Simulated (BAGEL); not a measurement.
# C3H4OSi (SMILES O=CC#C[SiH3]): HF/6-31G(d) (density fitting with qzvpp-jkfit, spherical functions)

What is the energy change on altering one bond length of C3H4OSi at HF/6-31G* (density fitting with qzvpp-jkfit, spherical functions)? 

The calculation is run with BAGEL 1.2.2.

## (1) The structure to begin with

C3H4OSi has 9 atoms, charge 0, and is taken as a singlet. SMILES: `O=CC#C[SiH3]`. The shape is that of a GFN2-xTB optimisation.

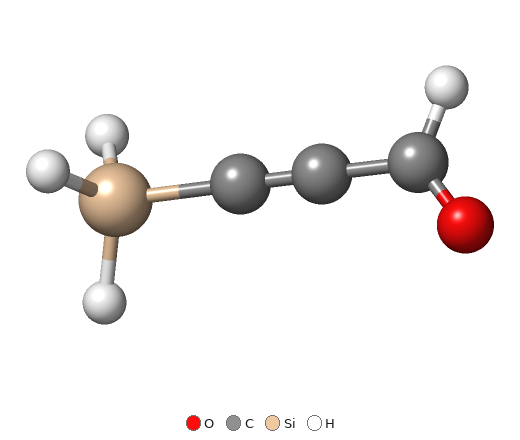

Viewed from a chosen angle; oxygen red, carbon grey, silicon light orange, hydrogen white.

## (2) The energy at HF/6-31G(d) (density fitting with qzvpp-jkfit, spherical functions)

Input file input.json:

```json
{ "bagel": [

{
  "title": "molecule",
  "basis": "6-31gs.json",
  "df_basis": "qzvpp-jkfit",
  "angstrom": "true",
  "geometry": [
    { "atom": "O", "xyz": [    3.294500,    0.383470,    0.040330 ] },
    { "atom": "C", "xyz": [    2.280410,    0.847760,   -0.409510 ] },
    { "atom": "C", "xyz": [    0.960580,    0.359370,   -0.169700 ] },
    { "atom": "C", "xyz": [   -0.157070,   -0.060270,    0.028790 ] },
    { "atom": "Si", "xyz": [   -1.867720,   -0.706860,    0.342360 ] },
    { "atom": "H", "xyz": [    2.288030,    1.733740,   -1.078320 ] },
    { "atom": "H", "xyz": [   -1.752600,   -2.136820,    0.624020 ] },
    { "atom": "H", "xyz": [   -2.653960,   -0.456330,   -0.866360 ] },
    { "atom": "H", "xyz": [   -2.392170,    0.035930,    1.488380 ] }
  ]
},
{
  "title": "hf"
},
{
  "title": "print",
  "file": "orbitals.molden",
  "orbitals": "true"
}

]}
```

The basis set 6-31G* is read from a file made from the Basis Set Exchange's data (not shown).

Launch:

```bash
$ BAGEL_NUM_THREADS=1 BAGEL input.json > input.out
```

Log:

```text
* using 1 threads per process

  ===============================================================
  ===============================================================

  *** Geometry ***

  { "atom" : "O", "xyz" : [      6.225703,      0.724653,      0.076213 ] },
  { "atom" : "C", "xyz" : [      4.309350,      1.602034,     -0.773862 ] },
  { "atom" : "C", "xyz" : [      1.815233,      0.679111,     -0.320687 ] },
  { "atom" : "C", "xyz" : [     -0.296819,     -0.113894,      0.054405 ] },
  { "atom" : "Si", "xyz" : [     -3.529479,     -1.335772,      0.646967 ] },
  { "atom" : "H", "xyz" : [      4.323750,      3.276294,     -2.037729 ] },
  { "atom" : "H", "xyz" : [     -3.311934,     -4.038005,      1.179227 ] },
  { "atom" : "H", "xyz" : [     -5.015258,     -0.862339,     -1.637183 ] },
  { "atom" : "H", "xyz" : [     -4.520546,      0.067898,      2.812631 ] },

  Number of auxiliary basis functions:      502

  Since a DF basis is specified, we compute 2- and 3-index integrals:
    o Being stored without compression. Storage requirement is 0.027 GB

  Number of basis functions:       82
  Number of electrons      :       44

    * METHOD: MOLECULE                             0.23

  *** RHF ***

  === Nuclear Repulsion ===
   170.2843611361

      * DIIS with orbital gradients will be used.

  === RHF iteration (6-31gs.json) ===
      0       -479.41049953          0.01990307           0.07
      1       -479.53589693          0.01491461           0.07
      2       -479.62946402          0.00240564           0.07
      3       -479.63323394          0.00089084           0.07
      4       -479.63370334          0.00030784           0.07
      5       -479.63378408          0.00015733           0.07
      6       -479.63381314          0.00007877           0.07
      7       -479.63382362          0.00002230           0.07
      8       -479.63382442          0.00001151           0.07
      9       -479.63382456          0.00000803           0.07
     10       -479.63382470          0.00000369           0.07
     11       -479.63382472          0.00000164           0.07
     12       -479.63382472          0.00000082           0.06
     13       -479.63382472          0.00000028           0.07
     14       -479.63382472          0.00000008           0.07
     15       -479.63382472          0.00000005           0.07
     16       -479.63382472          0.00000002           0.07
     17       -479.63382472          0.00000001           0.07
     18       -479.63382472          0.00000001           0.07
    * SCF iteration converged.

    * Permanent dipole moment:
           (    1.283103,    -0.246812,     0.315757) a.u.

    * METHOD: HF                                   1.48

    * METHOD: PRINT                                0.01

  ===============================================================
```

Wall time 1.9 s (1 thread of Arm Neoverse V2, shared host); peak memory 0.12 GiB.

## (3) The distorted shape, same level

Input file input.json:

```json
{ "bagel" : [

{
  "title" : "molecule",
  "basis" : "6-31gs.json",
  "df_basis" : "qzvpp-jkfit",
  "angstrom" : true,
  "geometry" : [
    { "atom" : "O", "xyz" : [    3.373181,    0.272033,   -0.131602 ] },
    { "atom" : "C", "xyz" : [    2.359091,    0.736323,   -0.581442 ] },
    { "atom" : "C", "xyz" : [    1.039261,    0.247933,   -0.341632 ] },
    { "atom" : "C", "xyz" : [   -0.078389,   -0.171707,   -0.143142 ] },
    { "atom" : "Si", "xyz" : [   -1.789039,   -0.818297,    0.170428 ] },
    { "atom" : "H", "xyz" : [    2.366711,    1.622303,   -1.250252 ] },
    { "atom" : "H", "xyz" : [   -1.673919,   -2.248257,    0.452088 ] },
    { "atom" : "H", "xyz" : [   -2.575279,   -0.567767,   -1.038292 ] },
    { "atom" : "H", "xyz" : [   -2.392170,    0.035930,    1.488380 ] }
  ]
},
{
  "title" : "hf"
},
{
  "title" : "print",
  "file" : "orbitals.molden",
  "orbitals" : true
}

]}
```

The basis set 6-31G* is read from a file made from the Basis Set Exchange's data (not shown).

Launch:

```bash
$ BAGEL_NUM_THREADS=1 BAGEL input.json > input.out
```

Log:

```text
* using 1 threads per process

  ===============================================================
  ===============================================================

  *** Geometry ***

  { "atom" : "O", "xyz" : [      6.374388,      0.514068,     -0.248692 ] },
  { "atom" : "C", "xyz" : [      4.458036,      1.391449,     -1.098766 ] },
  { "atom" : "C", "xyz" : [      1.963919,      0.468525,     -0.645591 ] },
  { "atom" : "C", "xyz" : [     -0.148134,     -0.324479,     -0.270499 ] },
  { "atom" : "Si", "xyz" : [     -3.380794,     -1.546357,      0.322062 ] },
  { "atom" : "H", "xyz" : [      4.472436,      3.065708,     -2.362634 ] },
  { "atom" : "H", "xyz" : [     -3.163248,     -4.248590,      0.854323 ] },
  { "atom" : "H", "xyz" : [     -4.866572,     -1.072924,     -1.962088 ] },
  { "atom" : "H", "xyz" : [     -4.520546,      0.067898,      2.812631 ] },

  Number of auxiliary basis functions:      502

  Since a DF basis is specified, we compute 2- and 3-index integrals:
    o Being stored without compression. Storage requirement is 0.027 GB

  Number of basis functions:       82
  Number of electrons      :       44

    * METHOD: MOLECULE                             0.23

  *** RHF ***

  === Nuclear Repulsion ===
   169.4620184823

      * DIIS with orbital gradients will be used.

  === RHF iteration (6-31gs.json) ===
      0       -479.39637519          0.01989276           0.07
      1       -479.52244456          0.01492742           0.07
      2       -479.61645405          0.00239972           0.07
      3       -479.62024213          0.00089469           0.07
      4       -479.62071994          0.00030875           0.06
      5       -479.62080163          0.00016002           0.07
      6       -479.62083139          0.00007993           0.07
      7       -479.62084224          0.00002258           0.07
      8       -479.62084307          0.00001167           0.07
      9       -479.62084323          0.00000816           0.07
     10       -479.62084337          0.00000374           0.07
     11       -479.62084339          0.00000163           0.07
     12       -479.62084339          0.00000083           0.07
     13       -479.62084339          0.00000029           0.07
     14       -479.62084339          0.00000009           0.07
     15       -479.62084339          0.00000005           0.07
     16       -479.62084339          0.00000003           0.07
     17       -479.62084339          0.00000001           0.07
     18       -479.62084339          0.00000001           0.07
    * SCF iteration converged.

    * Permanent dipole moment:
           (    1.196921,    -0.181899,     0.437975) a.u.

    * METHOD: HF                                   1.47

    * METHOD: PRINT                                0.01

  ===============================================================
```

It took 1.9 s on 1 thread of Arm Neoverse V2, shared host; peak memory 0.12 GiB.

## (4) Outcome

Level: HF/6-31G* (density fitting with qzvpp-jkfit, spherical functions).

| quantity | value |
| --- | --- |
| first shape: total energy | -479.63382 Eh |
| first shape: dipole moment | 3.42 D |
| first shape: HOMO energy | -11.12 eV |
| first shape: LUMO energy | 1.95 eV |
| first shape: HOMO–LUMO gap | 13.07 eV |
| distorted shape: total energy | -479.62084 Eh |
| distorted shape: dipole moment | 3.27 D |
| distorted shape: HOMO energy | -11.12 eV |
| distorted shape: LUMO energy | 1.81 eV |
| distorted shape: HOMO–LUMO gap | 12.93 eV |
| energy change with the Si5–H9 bond stretched from 1.463 to 1.682 Å | 0.353 eV |

What this shows: With the Si5–H9 bond stretched from 1.463 to 1.682 Å the energy rises by 0.35 eV (34.1 kJ/mol). The first shape isn't relaxed at this level, so the change isn't measured from a minimum.
